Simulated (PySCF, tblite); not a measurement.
# C2H8BNSi2: geometry, infrared bands and NMR shifts

Aim: predict the infrared bands and NMR shifts of C2H8BNSi2 (`BN1[SiH2]C=C[SiH2]1`).

Computed with tblite 0.8.0 and PySCF 2.14.0, with density-fitted response routines of our own, on a single molecule in the gas phase. Atoms count from 0, in the outputs and in this text.

## (1) The molecule as given

14 atoms, charge 0, multiplicity 1; geometry from: force field or distance geometry start.

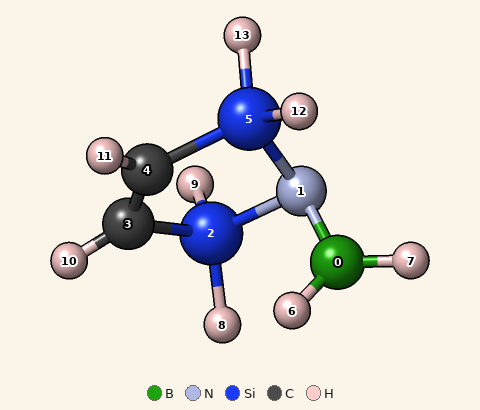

As it starts; boron green, nitrogen light blue, silicon blue, carbon dark grey, hydrogen pink, atoms numbered.

## (2) Relaxing the molecule with GFN2-xTB

What the job is given:

```
{"job": {"kind": "relax", "xc": "GFN2-xTB", "basis": "xTB"}, "charge": 0, "multiplicity": 1}
B      1.908200     0.377300     0.377200
N      0.935900     0.323100    -0.804400
Si     0.147300    -1.294100    -0.765100
C     -1.186600    -1.028500     0.464700
C     -1.470000     0.241000     0.657000
Si    -0.467100     1.351200    -0.392400
H      1.627500    -0.132900     1.396100
H      2.865300     1.056300     0.247400
H      1.060800    -2.307300    -0.192500
H     -0.339800    -1.631600    -2.087700
H     -1.690300    -1.851400     1.008100
H     -2.244200     0.585700     1.360800
H      0.017200     2.543300     0.332600
H     -1.165000     1.767600    -1.623900
```

Command:

```console
> OMP_NUM_THREADS=1 python probes_run.py task.json out
```

The driver reads the jobs from task.json and runs them one after another.

**Question.** This job is followed by: GFN2-xTB harmonic vibrations, gas phase; GIAO PBE0/pcSseg-1 NMR shielding, non-relativistic, gas phase. What will the session give for the following? strongest single infrared mode (GFN2-xTB); zero-point energy (GFN2-xTB); ¹³C shifts against TMS (PBE0/pcSseg-1, means over atoms taken as alike); ¹H shifts against TMS (PBE0/pcSseg-1, means over atoms taken as alike); ¹¹B shifts against BF3·OEt2 (PBE0/pcSseg-1); ¹⁵N shifts against NH3 (PBE0/pcSseg-1); ²⁹Si shifts against TMS (PBE0/pcSseg-1, means over atoms taken as alike).

The runs gave:

| quantity | value |
| --- | --- |
| strongest single infrared mode (GFN2-xTB) | 2220 cm⁻¹, 947 km/mol |
| zero-point energy (GFN2-xTB) | 57.3 kcal/mol |
| ¹³C shifts against TMS (PBE0/pcSseg-1, means over atoms taken as alike) | 159.1 ppm |
| ¹H shifts against TMS (PBE0/pcSseg-1, means over atoms taken as alike) | 7.48, 5.69, 5.41 ppm |
| ¹¹B shifts against BF3·OEt2 (PBE0/pcSseg-1) | 47.4 ppm |
| ¹⁵N shifts against NH3 (PBE0/pcSseg-1) | 114.9 ppm |
| ²⁹Si shifts against TMS (PBE0/pcSseg-1, means over atoms taken as alike) | -18.5 ppm |

The optimisation took 90 steps and gained 1.464 eV; among the close pairs (by a distance rule), B0–N1 changed most, from 1.531 to 1.400 Å. No mode is imaginary among the 36: a minimum at this level. The strongest single mode, at 2220 cm⁻¹, is spread over several atoms, H12, H9, H13, H8 among them. GFN2-xTB is a fitted tight-binding method: band positions and strengths are rough. Its intensities can rank the bands wrongly. H10, H11 (mean) (hydrogen on an alkene CH) lies farthest downfield among hydrogen, at 7.48 ppm; olefinic region.
